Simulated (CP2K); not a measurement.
**PM3 run of C3H8BN (SMILES BN(C)C=C)**

Aim: the vertical electron affinity of C3H8BN at PM3, from 2 runs. 

Program for the calculation: CP2K 2026.2.

4 further runs of the same task are left out: 4 set aside as unsound or not needed.

## (1) The molecule

C3H8BN: 13 atoms, total charge 0, spin state singlet. As SMILES, `BN(C)C=C`. Geometry: relaxed at PBE0-D4/def2-TZVP. This is one conformer, not always the lowest.

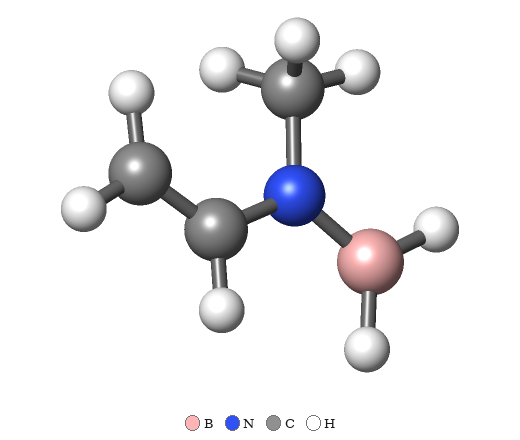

The structure, seen from a chosen angle (boron pink, nitrogen blue, carbon grey, hydrogen white).

## (2) Energy and forces at PM3

molecule.inp reads:

```
&GLOBAL
 PROJECT_NAME molecule
 RUN_TYPE ENERGY_FORCE
 PRINT_LEVEL MEDIUM
&END GLOBAL

&FORCE_EVAL
 METHOD QS
 &DFT
  CHARGE 0
  MULTIPLICITY 1
  &QS
   METHOD PM3
   EPS_DEFAULT 1.0E-10
   &SE
    &COULOMB
     CUTOFF [angstrom] 50
     RC_RANGE [angstrom] 0
    &END COULOMB
    &EXCHANGE
     CUTOFF [angstrom] 50
     RC_RANGE [angstrom] 0
    &END EXCHANGE
   &END SE
  &END QS
  &POISSON
   PERIODIC NONE
   POISSON_SOLVER ANALYTIC
  &END POISSON
  &SCF
   SCF_GUESS ATOMIC
   EPS_SCF 1.0E-06
   MAX_SCF 100
   ADDED_MOS 8
   &DIAGONALIZATION
    ALGORITHM STANDARD
   &END DIAGONALIZATION
   &MIXING
    METHOD DIRECT_P_MIXING
    ALPHA 0.4
   &END MIXING
  &END SCF
  &PRINT
   &MOMENTS
    PERIODIC F
    REFERENCE COM
    MAX_MOMENT 1
   &END MOMENTS
   &MO ON
    ENERGIES T
    OCCUPATION_NUMBERS T
    NDIGITS 6
    &EACH
     QS_SCF 0
    &END EACH
    ADD_LAST NUMERIC
   &END MO
   &HIRSHFELD OFF
   &END HIRSHFELD
  &END PRINT
 &END DFT
 &SUBSYS
  &CELL
   ABC [angstrom] 11.9 10.3 12.7
   PERIODIC NONE
  &END CELL
  &COORD
   SCALED T
   B    0.48218908   0.53540777   0.36579134
   N    0.49880252   0.51156311   0.47309055
   C    0.60385294   0.54085437   0.52561024
   C    0.41407983   0.45789320   0.53522441
   C    0.42044958   0.43115534   0.63754724
   H    0.39323950   0.50870874   0.32782283
   H    0.55713866   0.58153398   0.31557874
   H    0.64062605   0.45290291   0.55948425
   H    0.59064286   0.61061165   0.58939764
   H    0.66223109   0.58193204   0.46879134
   H    0.33776891   0.43824272   0.49141339
   H    0.49476050   0.44908738   0.68442126
   H    0.34852521   0.38938835   0.67702756
  &END COORD
 &END SUBSYS
 &PRINT
  &FORCES ON
  &END FORCES
 &END PRINT
&END FORCE_EVAL
```

On the command line:

```bash
$ OMP_NUM_THREADS=1 cp2k.psmp -i molecule.inp -o molecule.out
```

Standard output:

```text
CP2K| version string:                                       CP2K version 2026.2
[...]
 GLOBAL| Method name                                                        CP2K
[...]
 GLOBAL| Run type                                                   ENERGY_FORCE
[...]
                             - Atoms:                                         13
[...]
                             - Spherical basis functions:                     28
[...]
 Number of electrons:                                                         28
[...]
     1 P_Mix/Diag. 0.40E+00    0.0     0.75026460       -17.5551323444 -1.76E+01
[...]
    20 DIIS/Diag.  0.26E-06    0.0     0.00000055       -25.6747035124 -1.32E-11
  *** SCF run converged in    20 steps ***
  Core-core repulsion energy [eV]:                           2042.48553068002366
  Core Hamiltonian energy [eV]:                             -1044.21178857524114
  Two-electron integral energy [eV]:                        -3393.83590956675243
  Electronic energy [eV]:                                   -2741.12974335861736
  Total energy [eV]:                                         -698.64421267859359
  Atomic reference energy [eV]:                               699.09090396946590
  Heat of formation [kcal/mol]:                                10.30094669539613
[...]
 SE_DIPOLE| Moment [Debye]         -0.53459907       0.00439414      -0.85837774
 SE_DIPOLE| Derivative [a.u.]       0.00000000       0.00000000       0.00000000
 ENERGY| Total FORCE_EVAL ( QS ) energy [hartree]            -25.674703512378528
 FORCES| Atomic forces [hartree/bohr]
 FORCES|   Atom     x               y               z               |f|
 FORCES|      1 -1.17436944E-03  1.36335531E-03 -7.73638375E-03   7.94289083E-03
 FORCES|      2  1.00723397E-02  4.08050286E-03 -1.66881723E-03   1.09948843E-02
 FORCES|      3  1.31861897E-02  4.19819075E-03  2.68183624E-03   1.40958380E-02
 FORCES|      4 -2.17963787E-02 -1.01628194E-02  9.35264385E-03   2.58038170E-02
 FORCES|      5  4.01827937E-05 -4.43076795E-04  1.95043935E-03   2.00053627E-03
 FORCES|      6  2.64051049E-03  2.24256551E-03 -5.44415390E-03   6.45292239E-03
 FORCES|      7 -3.82757006E-03 -3.67384935E-04 -4.42308930E-03   5.86080056E-03
 FORCES|      8  3.26557586E-03 -2.98145253E-03  1.33645529E-03   4.61943261E-03
 FORCES|      9  8.94524526E-04  3.52583416E-03  2.85647268E-03   4.62505317E-03
 FORCES|     10  5.93780985E-03  2.94474808E-03 -3.28892448E-03   7.39906422E-03
 FORCES|     11 -9.33037140E-03 -2.12464002E-03 -5.52850782E-03   1.10514399E-02
 FORCES|     12 -1.27029790E-04 -1.31589394E-03  5.42869188E-03   5.58734364E-03
 FORCES|     13  2.18586591E-04 -9.59929008E-04  4.48333721E-03   4.59015864E-03
[...]
```

Wall time 0.22 s (1 thread of Arm Neoverse V2, shared host).

## (3) The doublet anion

job.inp reads:

```
&GLOBAL
   PROJECT_NAME job
   RUN_TYPE ENERGY_FORCE
   PRINT_LEVEL MEDIUM
&END GLOBAL

&FORCE_EVAL
   METHOD QUICKSTEP
   &DFT
      CHARGE -1
      MULTIPLICITY 2
      LSD T
      &QS
         METHOD PM3
         EPS_DEFAULT 1.0E-10
         &SE
            &COULOMB
               CUTOFF [angstrom] 50
               RC_RANGE [angstrom] 0
            &END COULOMB
            &EXCHANGE
               CUTOFF [angstrom] 50
               RC_RANGE [angstrom] 0
            &END EXCHANGE
         &END SE
      &END QS
      &POISSON
         PERIODIC NONE
         POISSON_SOLVER ANALYTIC
      &END POISSON
      # self-consistent field
      &SCF
         SCF_GUESS ATOMIC
         EPS_SCF 1.0E-06
         MAX_SCF 50
         &OT ON
            MINIMIZER CG
            PRECONDITIONER FULL_ALL
         &END OT
         &OUTER_SCF
            EPS_SCF 1.0E-06
            MAX_SCF 8
         &END OUTER_SCF
      &END SCF
      # extra output
      &PRINT
         &MOMENTS
            PERIODIC F
            REFERENCE COM
            MAX_MOMENT 1
         &END MOMENTS
         &MO_CUBES
            NLUMO 1
            NHOMO -1
            WRITE_CUBE F
         &END MO_CUBES
         &HIRSHFELD OFF
         &END HIRSHFELD
      &END PRINT
   &END DFT
   # atoms, cell and kinds
   &SUBSYS
      # box in angstrom
      &CELL
         ABC [angstrom] 11.9 10.3 12.7
         PERIODIC NONE
      &END CELL
      &COORD
         SCALED T
         B    0.48218908   0.53540777   0.36579134
         N    0.49880252   0.51156311   0.47309055
         C    0.60385294   0.54085437   0.52561024
         C    0.41407983   0.45789320   0.53522441
         C    0.42044958   0.43115534   0.63754724
         H    0.39323950   0.50870874   0.32782283
         H    0.55713866   0.58153398   0.31557874
         H    0.64062605   0.45290291   0.55948425
         H    0.59064286   0.61061165   0.58939764
         H    0.66223109   0.58193204   0.46879134
         H    0.33776891   0.43824272   0.49141339
         H    0.49476050   0.44908738   0.68442126
         H    0.34852521   0.38938835   0.67702756
      &END COORD
   &END SUBSYS
   &PRINT
      &FORCES ON
      &END FORCES
   &END PRINT
&END FORCE_EVAL
```

On the command line:

```bash
$ OMP_NUM_THREADS=1 cp2k.psmp job.inp > job.out
```

Standard output, shortened:

```text
CP2K| version string:                                       CP2K version 2026.2
[...]
 GLOBAL| Method name                                                        CP2K
[...]
 GLOBAL| Run type                                                   ENERGY_FORCE
[...]
                             - Atoms:                                         13
[...]
                             - Spherical basis functions:                     28
[...]
 Number of electrons:                                                         15
[...]
     1 OT CG       0.15E+00    0.0     0.16248188       -19.7524680888 -1.98E+01
[...]
    12 OT CG       0.99E+00    0.0     0.00000096       -25.6801688007 -3.08E-09
  *** SCF run converged in    12 steps ***
  Core-core repulsion energy [eV]:                           2042.48553068002366
  Core Hamiltonian energy [eV]:                             -1062.31710603944066
  Two-electron integral energy [eV]:                        -3357.92271075451663
  Electronic energy [eV]:                                   -2741.27846141669897
  Total energy [eV]:                                         -698.79293073667520
  Atomic reference energy [eV]:                               699.09090396946590
  Heat of formation [kcal/mol]:                                 6.87142653181741
[...]
 SE_DIPOLE| Moment [Debye]         -2.11207805       0.48833990      -5.40522970
 SE_DIPOLE| Derivative [a.u.]       0.00000000       0.00000000       0.00000000
 *** WARNING in qs_scf_post_se.F:140 :: Printing of MO cube files not ***
 *** implemented for Semi-Empirical method.                           ***
 ENERGY| Total FORCE_EVAL ( QS ) energy [hartree]            -25.680168801047316
[...]
```

Wall time 1.2 s (1 thread of Arm Neoverse V2, shared host).

## (4) What came out

Level: PM3.

```
                                                 quantity          value
                             singlet C3H8BN: total energy   -25.67470 Eh
                            singlet C3H8BN: dipole moment         1.01 D
                              singlet C3H8BN: HOMO energy       -8.94 eV
                              singlet C3H8BN: LUMO energy        0.41 eV
                            singlet C3H8BN: HOMO–LUMO gap        9.35 eV
singlet C3H8BN: heat of formation at this unrelaxed shape  10.3 kcal/mol
                 singlet C3H8BN: largest force on an atom     1.327 eV/Å
                              doublet anion: total energy   -25.68017 Eh
 doublet anion: heat of formation at this unrelaxed shape   6.9 kcal/mol
                  doublet anion: largest force on an atom     3.162 eV/Å
        vertical electron affinity (to the doublet anion)       0.149 eV
```

In words: At fixed nuclei the extra electron is bound by 0.15 eV (14.3 kJ/mol). The largest force (singlet C3H8BN) is 1.33 eV/Å: the shape isn't a stationary point for this species at this level. A minimal valence basis can't be trusted even for the sign of an electron affinity.
